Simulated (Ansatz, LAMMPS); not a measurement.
# Mg2+ triflate in trimethyl phosphate and diglyme, relaxed from a frame at 300 K (131 atoms): atom by atom

The starting structure: 4 trimethyl phosphate, 2 diglyme, 1 Mg2+, 2 triflate placed at random, at 1.26 g/cm³; overlaps pushed apart, then 10 ps at 550 K with divalent ions of Li, Roberts, Chakravorty and Merz (J. Chem. Theory Comput. 9, 2733 (2013)); MMFF94 bonds, angles, torsions, charges and radii (Halgren, J. Comput. Chem. 17, 490 (1996)) in harmonic and 12-6 forms; charges of ions scaled by 0.8. Snapshot after 30 ps at 300 K and fixed volume.

Calculated values (Ansatz 0.2.0, Kohn-Sham DFT, LDA, PAW (set soft_2), plane waves; cutoff 420 eV, Γ point, fixed occupations; density 1.26 g/cm³) for the relaxed geometry.

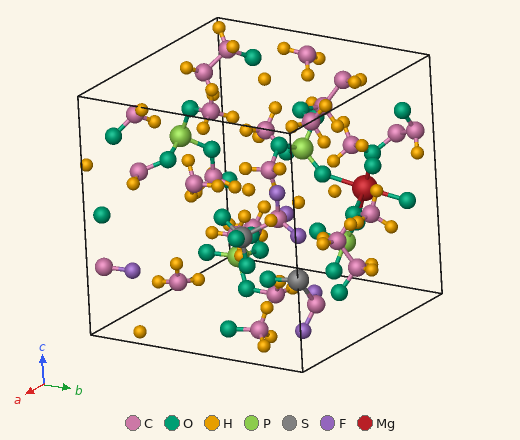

The structure (carbon pink, oxygen teal, hydrogen orange, phosphorus green, sulfur grey, fluorine purple, magnesium red). Bonds to atoms that aren't drawn are left out. Some periodic images of atoms are drawn too.

Cell vectors (Å):

```
11.481 0.000 0.000
0.000 11.481 0.000
0.000 0.000 11.481
```

Positions (Å):

```
1 C 3.106 9.939 4.623
2 O 2.615 8.669 4.234
3 C 3.285 8.153 3.100
4 C 3.046 8.995 1.873
5 O 3.733 8.418 0.806
6 C 3.701 9.224 11.145
7 C 4.358 8.519 9.997
8 O 5.705 8.195 10.202
9 C 6.544 9.306 10.101
10 H 2.809 10.124 5.664
11 H 2.696 10.742 3.988
12 H 4.210 9.937 4.576
13 H 4.372 8.102 3.315
14 H 2.910 7.129 2.939
15 H 1.953 9.047 1.669
16 H 3.406 10.033 2.040
17 H 4.201 10.197 11.354
18 H 2.653 9.455 10.845
19 H 3.837 7.560 9.816
20 H 4.249 9.159 9.094
21 H 6.391 10.031 10.924
22 H 6.382 9.838 9.139
23 H 7.583 8.945 10.141
24 C 2.204 8.488 7.411
25 O 1.030 8.788 6.680
26 C 0.062 9.507 7.428
27 C 0.524 10.848 7.915
28 O 1.259 10.708 9.104
29 C 1.893 0.403 9.531
30 C 1.091 1.213 10.500
31 O 0.019 1.844 9.857
32 C 10.714 2.553 10.766
33 H 2.845 7.881 6.754
34 H 2.738 9.409 7.700
35 H 1.944 7.909 8.318
36 H 11.234 8.891 8.298
37 H 10.682 9.642 6.756
38 H 11.123 0.023 8.063
39 H 1.151 11.327 7.128
40 H 2.841 0.114 10.020
41 H 2.169 1.028 8.657
42 H 0.714 0.557 11.316
43 H 1.759 1.972 10.973
44 H 9.896 3.035 10.210
45 H 11.303 3.335 11.294
46 H 10.276 1.884 0.054
47 C 10.634 4.358 2.954
48 O 0.074 4.908 2.006
49 P 0.166 6.443 1.766
50 O 0.405 7.308 2.932
51 O 1.371 6.572 0.780
52 C 1.443 5.787 11.080
53 O 10.339 6.774 0.978
54 C 9.824 8.106 0.972
55 H 10.624 3.272 2.788
56 H 10.984 4.566 3.978
57 H 9.630 4.785 2.808
58 H 1.781 4.768 11.333
59 H 0.466 5.751 10.568
60 H 2.178 6.267 10.416
61 H 8.921 8.088 0.347
62 H 9.557 8.399 1.997
63 H 10.560 8.808 0.546
64 C 4.061 5.194 6.299
65 O 2.880 4.977 7.069
66 P 1.460 5.274 6.489
67 O 1.452 6.290 5.419
68 O 0.831 3.961 5.914
69 C 0.705 2.791 6.734
70 O 0.733 5.599 7.834
71 C 10.790 5.638 7.925
72 H 4.708 4.316 6.448
73 H 3.835 5.308 5.225
74 H 4.570 6.099 6.668
75 H 0.170 2.040 6.135
76 H 1.707 2.420 7.005
77 H 0.143 3.008 7.658
78 H 10.303 5.096 7.098
79 H 10.515 5.186 8.891
80 H 10.454 6.686 7.881
81 C 4.906 5.735 0.695
82 O 5.155 4.333 0.826
83 P 4.561 3.567 2.063
84 O 5.066 2.204 2.203
85 O 4.827 4.515 3.311
86 C 6.172 4.616 3.778
87 O 3.006 3.721 1.869
88 C 2.124 2.799 2.505
89 H 5.346 6.288 1.540
90 H 5.381 6.084 11.248
91 H 3.827 5.948 0.669
92 H 6.785 5.227 3.092
93 H 6.156 5.118 4.756
94 H 6.619 3.615 3.888
95 H 1.753 3.213 3.457
96 H 1.269 2.638 1.832
97 H 2.631 1.838 2.684
98 C 6.983 0.043 6.384
99 O 6.226 1.144 6.881
100 P 4.798 0.928 7.510
101 O 4.326 11.021 7.511
102 O 4.839 1.555 8.943
103 C 5.197 2.918 9.145
104 O 3.910 1.989 6.745
105 C 3.725 1.872 5.337
106 H 6.547 11.158 5.443
107 H 8.008 0.396 6.195
108 H 7.000 10.698 7.113
109 H 6.174 3.130 8.681
110 H 4.427 3.577 8.707
111 H 5.256 3.086 10.230
112 H 4.631 1.491 4.835
113 H 2.857 1.228 5.113
114 H 3.529 2.884 4.951
115 O 10.305 7.433 5.407
116 S 9.024 6.863 4.966
117 O 8.800 6.914 3.543
118 O 8.687 5.625 5.627
119 C 7.834 8.084 5.648
120 F 7.988 8.222 6.963
121 F 6.582 7.688 5.415
122 F 8.016 9.267 5.076
123 O 0.003 9.854 4.228
124 S 11.140 11.275 4.291
125 O 10.289 0.151 5.402
126 O 0.771 0.681 4.032
127 C 10.070 11.450 2.806
128 F 9.653 1.227 2.684
129 F 9.011 10.660 2.890
130 F 10.749 11.131 1.703
131 Mg 0.663 8.025 4.761
```

Q: Give the intrinsic-atomic-orbital charge of every atom.

Charges in e, in the order of the atoms, ten a line:

```
-0.324 -0.419 -0.136 -0.138 -0.365 -0.145 -0.120 -0.375 -0.323 +0.195
+0.174 +0.172 +0.169 +0.197 +0.153 +0.154 +0.151 +0.160 +0.166 +0.168
+0.167 +0.154 +0.192 -0.325 -0.429 -0.143 -0.142 -0.388 -0.114 -0.142
-0.375 -0.326 +0.185 +0.185 +0.161 +0.163 +0.210 +0.186 +0.147 +0.189
+0.146 +0.158 +0.149 +0.201 +0.145 +0.166 -0.339 -0.622 +2.149 -1.009
-0.614 -0.316 -0.625 -0.340 +0.203 +0.191 +0.197 +0.187 +0.176 +0.196
+0.206 +0.205 +0.182 -0.340 -0.617 +2.130 -1.004 -0.615 -0.334 -0.620
-0.337 +0.197 +0.191 +0.199 +0.217 +0.173 +0.184 +0.202 +0.189 +0.197
-0.329 -0.630 +2.105 -0.946 -0.638 -0.342 -0.632 -0.315 +0.182 +0.213
+0.174 +0.189 +0.196 +0.198 +0.183 +0.187 +0.188 -0.334 -0.635 +2.106
-0.946 -0.625 -0.348 -0.626 -0.325 +0.184 +0.225 +0.174 +0.191 +0.180
+0.222 +0.191 +0.187 +0.184 -1.000 +2.243 -0.915 -0.923 +0.552 -0.267
-0.271 -0.254 -0.998 +2.243 -0.916 -0.925 +0.557 -0.262 -0.253 -0.269
+1.595
```

Forces are small here, 0.0044 eV/Å r.m.s.

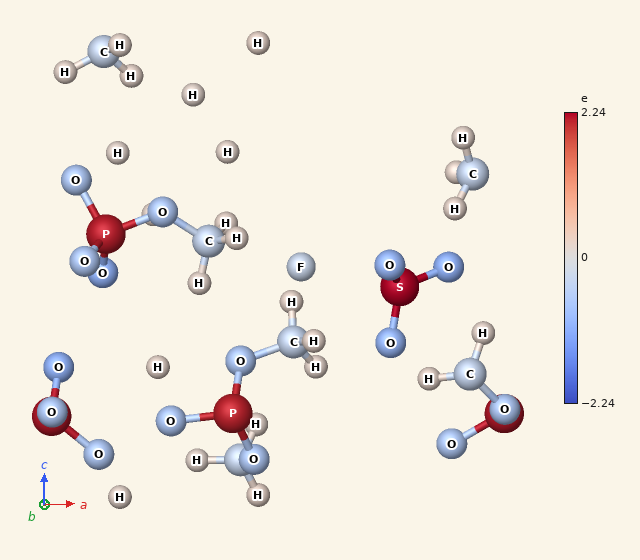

Atoms coloured by intrinsic-atomic-orbital charge. Drawn is a slice 4 Å thick, seen along the normal of the ac plane. Bonds to atoms that aren't drawn are left out.

[Logs are printed without paths, hosts, clocks, repeated set-up lines and the standing remarks that a program may print on its own settings, such as how far it seeks lower states.]

[Hosts, paths, dates, database ids (printed as entryN), source tags and the programs' standing remarks are cut or masked in the printed files.]

[The MMFF94 radii named for the starting cell were scaled by 0.96; in molecules described by MMFF94, hydrogen bound to N, O or S took a small fixed 12-6 site in their place.]
